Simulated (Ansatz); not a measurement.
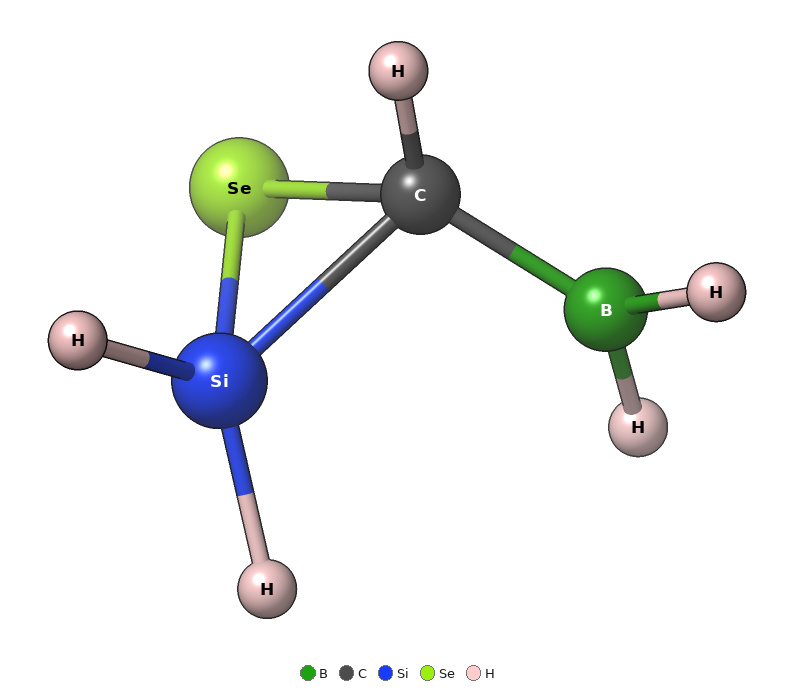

Orthographic view. Atoms fade into the background with distance from the viewer. The computed structure is the end point of a PBE-D4/def2-SVP optimisation. No frequency run is at hand to confirm it as a minimum.

> Give the standard InChI.

InChI=1S/CH5BSeSi/c2-1-3-4-1/h1H,2,4H2/t1-/m0/s1
